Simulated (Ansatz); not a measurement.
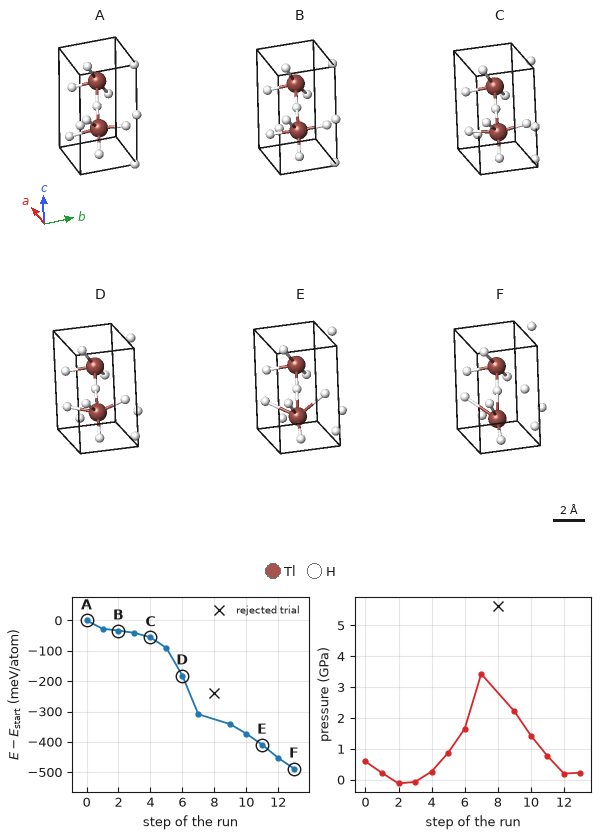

Frames of a relaxation of solid TlH₄ (a generated structure, set up in P1) (coarse preliminary run), marked on the history of the run. Style: ball-and-stick. Shown: the cell of the calculation, from a free direction.

Method: Ansatz, DFT PBE, scalar-relativistic, plane waves, PAW.

The input:
```yaml
crystal:
  lattice:
    - [3.9340918681, -0.0078487067, -0.0751997628]
    - [-0.0078487067, 3.9167895247, -0.0123055759]
    - [-0.1503995256, -0.0246111519, 7.5818324722]
  atoms:
    - { symbol: Tl, position: [0.5292157855, 0.5269122411, 0.2645322758] }
    - { symbol: Tl, position: [0.4918270137, 0.4858113478, 0.753720648] }
    - { symbol: H, position: [1.0233987954, -0.0265465919, -0.0043692307] }
    - { symbol: H, position: [1.0125464725, 0.0065920852, 0.4902025752] }
    - { symbol: H, position: [0.5012114406, 0.5159151009, 0.0118741201] }
    - { symbol: H, position: [0.4800485548, 0.4772955873, 0.5059394589] }
    - { symbol: H, position: [0.4894132552, 0.992038287, 0.2512756912] }
    - { symbol: H, position: [0.493764067, 1.0443108757, 0.7370612524] }
    - { symbol: H, position: [-0.0173070939, 0.4758805053, 0.2289472416] }
    - { symbol: H, position: [-0.0041182908, 0.5017905614, 0.7608159675] }
basis:
  ecutwfc: 420
kpoints:
  mp_grid: { grid: [6, 6, 4] }
hamiltonian:
  xc: pbe
scf:
  occupations: { method: gaussian, width: 0.2 }
  lower_state_search: "off"
output:
  forces: true
  stress: true
  eigenvalues: true
relax:
  adjacent_minimum: "off"
  f_tol: 0.025
  max_steps: 60
  cell: { stress_tol: 0.25 }
```

Command:
```bash
ansatz run input.yaml --threads 1 --pin off --max-ram 2560MiB --backend cpu --events-out ev --progress --plain --runs-dir out
```

**Describe the path.**

The run was cut off at its time limit before the relaxation converged, so the last structure is only a point on the way. Over 12 accepted moves (13 points after the start) the energy falls by 488 meV per atom. The largest force component goes from 1.7 to 0.58 eV/Å. The pressure goes from 0.60 to 0.23 GPa. The line search rejected the trial step at point 8 of the run. The largest moves relative to the cell, 1.30 Å, are those of H3 and H7. H7 goes along [3 1 2]. By element the largest moves are H 1.30 Å, Tl 0.60 Å. The volume changes by +5.6 %, with a 3.935 → 3.900 Å (−0.9 %), b 3.917 → 4.095 Å (+4.5 %), c 7.583 → 7.825 Å (+3.2 %), α 90.4° → 94.3°, β 92.2° → 96.1°, γ 90.2° → 94.8°. Some distances before and after: H4–H7 2.689 → 0.745 Å, Tl1–H3 3.523 → 1.996 Å, Tl1–H7 1.832 → 2.747 Å, Tl1–H7 (another image) 2.102 → 2.571 Å. New bonds form: H4–H7 (2.69 → 0.75 Å), Tl1–H3 (3.52 → 2.00 Å). Bonds break: Tl1–H7 (1.83 → 2.75 Å). Among the angles between lasting bonds that change: H5–Tl1–H9 81.7° → 106.9°, Tl1–H5–Tl2 176.9° → 158.0°, H6–Tl1–H9 105.8° → 90.4°. The space group stays P1 (No. 1). From step 0 to 2: H8 moves most (0.27 Å), volume −1.5 %, energy −33.3 meV per atom. From step 2 to 4: H4 moves most (0.38 Å), volume +0.1 %, energy −22.2 meV per atom. From step 4 to 6: H4 moves most (0.37 Å), volume +0.7 %, energy −126 meV per atom. From step 6 to 11: H7 moves most (0.35 Å), volume +6.0 %, energy −228 meV per atom. From step 11 to 13: H3 moves most (0.34 Å), volume +0.3 %, energy −78.7 meV per atom.

```
step  E − E(0), meV/atom  largest force component, eV/Å  pressure, GPa  volume, Å³/atom      note
   0                0.00                         1.7336           0.60           11.678          
   1              -27.29                         0.3037           0.22           11.436          
   2              -33.34                         0.1193          -0.12           11.503          
   3              -40.92                         0.2674          -0.07           11.516          
   4              -55.55                         0.4786           0.27           11.519          
   5              -90.53                         1.2638           0.88           11.539          
   6             -181.36                         2.8095           1.65           11.596          
   7             -309.01                         1.4762           3.43           11.663          
   8             -239.03                        13.9153           5.64           12.022  rejected
   9             -341.58                         1.3529           2.22           11.905          
  10             -372.69                         0.7652           1.44           12.113          
  11             -409.35                         0.8245           0.77           12.297          
  12             -452.74                         0.7524           0.20           12.411          
  13             -488.10                         0.5845           0.23           12.337
```
